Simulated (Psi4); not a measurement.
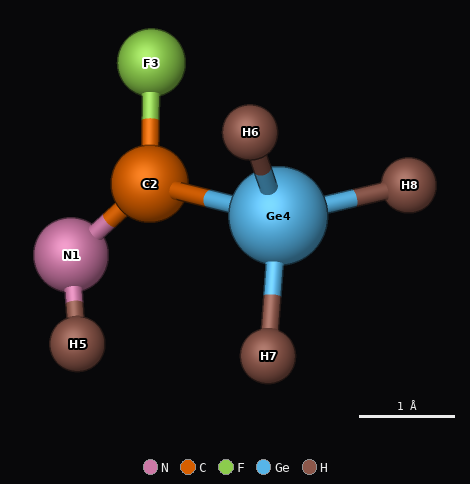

Fig. 1: The structure as given in the input (ball-and-stick view, seen at a tilt; atoms are numbered from 1 in the order of the input). Sticks mark near contacts.

## Energy and gradient calculation, with input and output: CH4FGeN

System: CH4FGeN, multiplicity 3.
Method: BHLYP/6-31G*, UKS (Psi4 1.11).

The geometry is that of the parent species in another charge or spin state. The geometry comes from this level: PBE0-D4/def2-TZVP.

**What the program printed**
```
[ 0.10747379  0.02494474 -0.10630959]
 [ 0.00151042  0.00229378 -0.01617834]
 [-0.02162982 -0.00268523  0.00414766]
 [-0.03633255 -0.00395881  0.00329218]
 [ 0.00212739 -0.00091893 -0.00156856]
 [ 0.00107441 -0.00000567  0.00056484]
 [ 0.00167844  0.00159332 -0.00129156]]
 Code Authors

    h
    h
    h

    -----------------------------------------------------------------------

    Memory:     2.0 GiB
    Threads:    1
                ecpint, einsums, f̶o̶r̶t̶e̶, gauxc, gcp, g̶d̶m̶a̶, geometric, g̶p̶u̶_̶d̶f̶c̶c̶,
                i̶n̶t̶e̶g̶r̶a̶t̶o̶r̶x̶x̶, i̶p̶i̶, libefp, m̶d̶i̶, m̶p̶2̶d̶, m̶r̶c̶c̶, ooo,
                o̶p̶e̶n̶f̶e̶r̶m̶i̶o̶n̶p̶s̶i̶4̶, pcmsolver, p̶s̶i̶4̶f̶o̶c̶k̶c̶i̶, p̶s̶i̶x̶a̶s̶,
                p̶y̶e̶i̶n̶s̶u̶m̶s̶, r̶e̶s̶p̶, s̶i̶m̶i̶n̶t̶, s̶n̶s̶m̶p̶2̶,
                v̶2̶r̶d̶m̶_̶c̶a̶s̶s̶c̶f̶

gradient() will perform analytic gradient computation.

   => Loading Basis Set <=

    Name: 6-31G*
    Role: ORBITAL
    Keyword: BASIS

         ---------------------------------------------------------
                                   SCF
                              UKS Reference
                        1 Threads,   2098 MiB Core
         ---------------------------------------------------------

  ==> Geometry <==

    Molecular point group: c1
    Full point group: C1

    Geometry (in Angstrom), charge = 0, multiplicity = 3:

       Center              X                  Y                   Z               Mass
    ------------   -----------------  -----------------  -----------------  -----------------
         N            1.895900000000     0.222300000000    -0.348500000000    14.003074004430
         C            0.908100000000     0.027300000000     0.385600000000    12.000000000000
         F            1.137400000000    -0.127100000000     1.702400000000    18.998403162730
         GE          -1.019900000000    -0.103800000000    -0.035500000000    73.921177761000
         H            1.617200000000     0.325400000000    -1.319900000000     1.007825032230
         H           -1.766200000000     1.006900000000     0.710300000000     1.007825032230
         H           -1.149700000000     0.071600000000    -1.553900000000     1.007825032230
         H           -1.530700000000    -1.479600000000     0.403700000000     1.007825032230

  Running in c1 symmetry.

  Rotational constants: A =      0.28502  B =      0.09168  C =      0.07124 [cm^-1]
  Rotational constants: A =   8544.54061  B =   2748.56246  C =   2135.84281 [MHz]
  Nuclear repulsion =  257.992179624617791

  Charge       = 0
  Multiplicity = 3
  Electrons    = 58
  Nalpha       = 30
  Nbeta        = 28

  ==> Algorithm <==

  SCF Algorithm Type is PK.
  DIIS enabled.
  MOM disabled.
  Fractional occupation disabled.
  Guess Type is SAD.
  Energy threshold   = 1.00e-09
  Density threshold  = 1.00e-08
  Integral threshold = 1.00e-12

  ==> Primary Basis <==

  Basis Set: 6-31G*
    Blend: 6-31G*
    Number of shells: 38
    Number of basis functions: 82
    Number of Cartesian functions: 88
    Spherical Harmonics?: true
    Max angular momentum: 2

  ==> DFT Potential <==

   => LibXC <=

    Version 7.1.2

   => Composite Functional: BHANDHLYP <=

    BHandHLYP Hyb-GGA Exchange-Correlation Functional

    Defined through Gaussian implementation.

    Deriv               =              1
    GGA                 =           TRUE
    Meta                =          FALSE

    Exchange Hybrid     =           TRUE
    MP2 Hybrid          =          FALSE

   => Exchange Functionals <=

    0.5000         Becke 88

   => Exact (HF) Exchange <=

    0.5000               HF

   => Correlation Functionals <=

    1.0000   Lee, Yang & Parr

   => LibXC Density Thresholds  <==

    XC_HYB_GGA_XC_BHANDHLYP:  1.00E-15

   => Molecular Quadrature <=

    Radial Scheme          =       TREUTLER
    Pruning Scheme         =           NONE
    Nuclear Scheme         =       TREUTLER

    Blocking Scheme        =         OCTREE
    BS radius alpha        =              1
    Pruning alpha          =              1
    Radial Points          =             99
    Spherical Points       =            590
    Total Points           =         445226
    Total Blocks           =           3189
    Max Points             =            256
    Max Functions          =             80
    Weights Tolerance      =       1.00E-15

  ==> Integral Setup <==

  Using in-core PK algorithm.
   Calculation information:
      Number of atoms:                   8
      Number of AO shells:              38
      Number of primitives:            104
      Number of atomic orbitals:        88
      Number of basis functions:        82

      Integral cutoff                 1.00e-12
      Number of threads:                 1

  Performing in-core PK
  Using 11583812 doubles for integral storage.
  We computed 246649 shell quartets total.
  Whereas there are 274911 unique shell quartets.

  ==> DiskJK: Disk-Based J/K Matrices <==

    J tasked:                  Yes
    K tasked:                  Yes
    wK tasked:                  No
    Memory [MiB]:              779
    Schwarz Cutoff:          1E-12

  Cached 100.0% of DFT collocation blocks in 0.776 [GiB].

  Minimum eigenvalue in the overlap matrix is 5.2019404309E-03.
  Reciprocal condition number of the overlap matrix is 1.1843720811E-03.
    Using symmetric orthogonalization.

  ==> Pre-Iterations <==

  SCF Guess: Superposition of Atomic Densities via on-the-fly atomic UHF (no occupation information).

   -------------------------
    Irrep   Nso     Nmo
   -------------------------
     A         82      82
   -------------------------
    Total      82      82
   -------------------------

  ==> Iterations <==

                        Total Energy        Delta E     RMS |[F,P]|

   @UKS iter SAD: -2267.76136526909113   -2.26776e+03   0.00000e+00
   @UKS iter   1: -2270.12673227179494   -2.36537e+00   3.13888e-02 DIIS/ADIIS
   @UKS iter   2: -2269.70645259902676    4.20280e-01   4.11023e-02 DIIS/ADIIS
   @UKS iter   3: -2271.47600219446076   -1.76955e+00   1.17903e-03 DIIS/ADIIS
   @UKS iter   4: -2271.47810123308409   -2.09904e-03   9.62068e-04 DIIS/ADIIS
   @UKS iter   5: -2271.48109823124287   -2.99700e-03   2.44358e-04 DIIS/ADIIS
   @UKS iter   6: -2271.48137585968107   -2.77628e-04   8.17932e-05 DIIS
   @UKS iter   7: -2271.48147397779667   -9.81181e-05   4.96295e-05 DIIS
   @UKS iter   8: -2271.48150217848888   -2.82007e-05   1.89904e-05 DIIS
   @UKS iter   9: -2271.48150809127628   -5.91279e-06   9.42786e-06 DIIS
   @UKS iter  10: -2271.48150908708203   -9.95806e-07   3.61326e-06 DIIS
   @UKS iter  11: -2271.48150928094492   -1.93863e-07   9.57368e-07 DIIS
   @UKS iter  12: -2271.48150929752319   -1.65783e-08   3.18998e-07 DIIS
   @UKS iter  13: -2271.48150929937628   -1.85310e-09   9.89138e-08 DIIS
   @UKS iter  14: -2271.48150929950953   -1.33241e-10   3.46107e-08 DIIS
   @UKS iter  15: -2271.48150929951998   -1.04592e-11   1.63428e-08 DIIS
   @UKS iter  16: -2271.48150929952135   -1.36424e-12   7.41228e-09 DIIS
  Energy and wave function converged.

  ==> Post-Iterations <==

   Electrons on quadrature grid:
      Nalpha   =   29.9999992345 ; deviation = -7.655e-07
      Nbeta    =   27.9999995514 ; deviation = -4.486e-07
      Ntotal   =   57.9999987860 ; deviation = -1.214e-06

   @Spin Contamination Metric:   1.079703623E-02
   @S^2 Expected:                2.000000000E+00
   @S^2 Observed:                2.010797036E+00
   @S   Expected:                1.000000000E+00
   @S   Observed:                1.000000000E+00

    Orbital Energies [Eh]
    ---------------------

    Alpha Occupied:

       1A   -401.240734     2A    -50.729328     3A    -45.088513
       4A    -45.087754     5A    -45.087533     6A    -25.303448
       7A    -14.858452     8A    -10.664798     9A     -6.629206
      10A     -4.726971    11A     -4.724826    12A     -4.723970
      13A     -1.398447    14A     -1.396888    15A     -1.396732
      16A     -1.393206    17A     -1.392641    18A     -1.366469
      19A     -1.081366    20A     -0.734931    21A     -0.670498
      22A     -0.597681    23A     -0.559899    24A     -0.556713
      25A     -0.488296    26A     -0.440513    27A     -0.414120
      28A     -0.411994    29A     -0.388284    30A     -0.154996

    Alpha Virtual:

      31A      0.057427    32A      0.096192    33A      0.108678
      34A      0.111673    35A      0.146226    36A      0.195049
      37A      0.211607    38A      0.220293    39A      0.246991
      40A      0.311518    41A      0.468663    42A      0.497610
      43A      0.553809    44A      0.629205    45A      0.644625
      46A      0.662975    47A      0.710674    48A      0.761552
      49A      0.782268    50A      0.813511    51A      0.831957
      52A      0.952529    53A      0.970929    54A      1.053835
      55A      1.133653    56A      1.189219    57A      1.190051
      58A      1.354627    59A      1.363977    60A      1.417992
      61A      1.530315    62A      1.582041    63A      1.610490
      64A      1.786637    65A      1.825824    66A      1.853109
      67A      1.964377    68A      1.969578    69A      2.157029
      70A      2.201937    71A      2.441875    72A      2.476295
      73A      2.515280    74A      2.669409    75A      2.780917
      76A      2.986729    77A      3.213619    78A      3.485217
      79A      3.522721    80A      3.594196    81A      3.618667
      82A      3.626352

    Beta Occupied:

       1A   -401.240557     2A    -50.728904     3A    -45.087925
       4A    -45.087352     5A    -45.087091     6A    -25.299126
       7A    -14.831010     8A    -10.651805     9A     -6.628438
      10A     -4.725479    11A     -4.724256    12A     -4.723376
      13A     -1.396910    14A     -1.396083    15A     -1.394474
      16A     -1.392606    17A     -1.392350    18A     -1.354000
      19A     -1.021174    20A     -0.693305    21A     -0.654505
      22A     -0.577961    23A     -0.522309    24A     -0.513646
      25A     -0.422890    26A     -0.406613    27A     -0.398222
      28A     -0.354473

    Beta Virtual:

      29A     -0.135041    30A      0.066186    31A      0.069966
      32A      0.103041    33A      0.115622    34A      0.140571
      35A      0.157265    36A      0.199484    37A      0.221948
      38A      0.232419    39A      0.270969    40A      0.326079
      41A      0.492492    42A      0.521134    43A      0.576394
      44A      0.638406    45A      0.649765    46A      0.684189
      47A      0.742931    48A      0.772340    49A      0.802529
      50A      0.867824    51A      0.877811    52A      0.971291
      53A      0.993860    54A      1.080779    55A      1.143601
      56A      1.192891    57A      1.200739    58A      1.363136
      59A      1.385672    60A      1.435948    61A      1.565620
      62A      1.618110    63A      1.622501    64A      1.835565
      65A      1.875607    66A      1.881194    67A      1.973563
      68A      1.982923    69A      2.168685    70A      2.226913
      71A      2.486387    72A      2.511851    73A      2.551981
      74A      2.711875    75A      2.808838    76A      3.017036
      77A      3.221103    78A      3.486234    79A      3.523349
      80A      3.596289    81A      3.619435    82A      3.627852

    Final Occupation by Irrep:
              A
    DOCC [    28 ]
    SOCC [     2 ]
    NA   [    30 ]
    NB   [    28 ]

  @UKS Final Energy: -2271.48150929952135

   => Energetics <=

    Nuclear Repulsion Energy =            257.9921796246177905
    One-Electron Energy =               -3674.9925827605384256
    Two-Electron Energy =                1198.4255561172481066
    DFT Exchange-Correlation Energy =     -52.9066622808480318
    Empirical Dispersion Energy =           0.0000000000000000
    VV10 Nonlocal Energy =                  0.0000000000000000
    Total Energy =                      -2271.4815092995208943

  UHF NO Occupations:
  HONO-2 :   28  A 1.9972546
  HONO-1 :   29  A 1.0000000
  HONO-0 :   30  A 1.0000000
  LUNO+0 :   31  A 0.0027454
  LUNO+1 :   32  A 0.0014570
  LUNO+2 :   33  A 0.0003913
  LUNO+3 :   34  A 0.0002909

Computation Completed

Properties will be evaluated at   0.000000,   0.000000,   0.000000 [a0]

Properties computed using the SCF density matrix

 Multipole Moments:

 ------------------------------------------------------------------------------------
     Multipole            Electronic (a.u.)      Nuclear  (a.u.)        Total (a.u.)
 ------------------------------------------------------------------------------------

 L = 1.  Multiply by 2.5417464519 to convert [e a0] to [Debye]
 Dipole X            :         11.8839589          -12.3015502           -0.4175913
 Dipole Y            :          5.4070633           -5.3314843            0.0755790
 Dipole Z            :        -24.1155199           23.2434424           -0.8720775
 Magnitude           :                                                    0.9698525

 ------------------------------------------------------------------------------------

	total time  =         20 seconds =       0.33 minutes

         ------------------------------------------------------------
                                   SCF GRAD
         ------------------------------------------------------------

  ==> Geometry <==

    Molecular point group: c1
    Full point group: C1

    Geometry (in Angstrom), charge = 0, multiplicity = 3:

       Center              X                  Y                   Z               Mass
    ------------   -----------------  -----------------  -----------------  -----------------
         N            1.895900000000     0.222300000000    -0.348500000000    14.003074004430
         C            0.908100000000     0.027300000000     0.385600000000    12.000000000000
         F            1.137400000000    -0.127100000000     1.702400000000    18.998403162730
         GE          -1.019900000000    -0.103800000000    -0.035500000000    73.921177761000
         H            1.617200000000     0.325400000000    -1.319900000000     1.007825032230
         H           -1.766200000000     1.006900000000     0.710300000000     1.007825032230
         H           -1.149700000000     0.071600000000    -1.553900000000     1.007825032230
         H           -1.530700000000    -1.479600000000     0.403700000000     1.007825032230

  Nuclear repulsion =  257.992179624617791

  ==> Basis Set <==

  Basis Set: 6-31G*
    Blend: 6-31G*
    Number of shells: 38
    Number of basis functions: 82
    Number of Cartesian functions: 88
    Spherical Harmonics?: true
    Max angular momentum: 2

  ==> DirectJKGrad: Integral-Direct SCF Gradients <==

    Gradient:                    1
    J tasked:                  Yes
    K tasked:                  Yes
    wK tasked:                  No
    Integrals threads:           1
    Schwarz Cutoff:          1E-12

  ==> DFT Potential <==

   => LibXC <=

    Version 7.1.2

   => Composite Functional: BHANDHLYP <=

    BHandHLYP Hyb-GGA Exchange-Correlation Functional

    Defined through Gaussian implementation.

    Deriv               =              1
    GGA                 =           TRUE
    Meta                =          FALSE

    Exchange Hybrid     =           TRUE
    MP2 Hybrid          =          FALSE

   => Exchange Functionals <=

    0.5000         Becke 88

   => Exact (HF) Exchange <=

    0.5000               HF

   => Correlation Functionals <=

    1.0000   Lee, Yang & Parr

   => LibXC Density Thresholds  <==

    XC_HYB_GGA_XC_BHANDHLYP:  1.00E-15

   => Molecular Quadrature <=

    Radial Scheme          =       TREUTLER
    Pruning Scheme         =           NONE
    Nuclear Scheme         =       TREUTLER

    Blocking Scheme        =         OCTREE
    BS radius alpha        =              1
    Pruning alpha          =              1
    Radial Points          =             99
    Spherical Points       =            590
    Total Points           =         445226
    Total Blocks           =           3189
    Max Points             =            256
    Max Functions          =             80
    Weights Tolerance      =       1.00E-15

  -Total Gradient:
     Atom            X                  Y                   Z
    ------   -----------------  -----------------  -----------------
       1       -0.055896965397    -0.021263978447     0.117352436483
       2        0.107473786668     0.024944739695    -0.106309585776
       3        0.001510422004     0.002293779751    -0.016178336019
       4       -0.021629823971    -0.002685231162     0.004147664413
       5       -0.036332547297    -0.003958812717     0.003292181546
       6        0.002127394474    -0.000918928965    -0.001568555511
       7        0.001074414044    -0.000005672694     0.000564837912
       8        0.001678444291     0.001593318774    -0.001291556566

	total time  =          7 seconds =       0.12 minutes
```

The run was set up as follows.

**Input file (ch4fgen.py)**
```python
import psi4

psi4.set_memory('2200 MB')
psi4.set_num_threads(1)
psi4.set_output_file('run.log', False)

m = psi4.geometry("""
0 3
N      1.895900     0.222300    -0.348500
C      0.908100     0.027300     0.385600
F      1.137400    -0.127100     1.702400
Ge    -1.019900    -0.103800    -0.035500
H      1.617200     0.325400    -1.319900
H     -1.766200     1.006900     0.710300
H     -1.149700     0.071600    -1.553900
H     -1.530700    -1.479600     0.403700
symmetry c1
no_reorient
no_com
""")

psi4.set_options({
    'basis': '6-31G*',
    'reference': 'uks',
    'puream': True,
    'e_convergence': 1e-09,
    'd_convergence': 1e-08,
    'scf_type': 'pk',
    'dft_radial_points': 99,
    'dft_spherical_points': 590,
    'maxiter': 100,
})

energy_value = psi4.gradient("bhhlyp")
print('gradient / Eh bohr^-1')
print(energy_value.np.round(6))
```

Launch command:
```bash
python ch4fgen.py
```

**Summary**

- outcome: converged
- total energy: −2271.481509 hartree
- basis functions: 82
- largest force: 7.879 eV/Å
- ⟨S²⟩: 2.011
- dipole moment: 2.47 D
- hardware: 1 thread of Intel Xeon (Sapphire Rapids), 32 GiB of memory available, shared host
- wall time: 29 s
- peak memory: 1.1 GiB
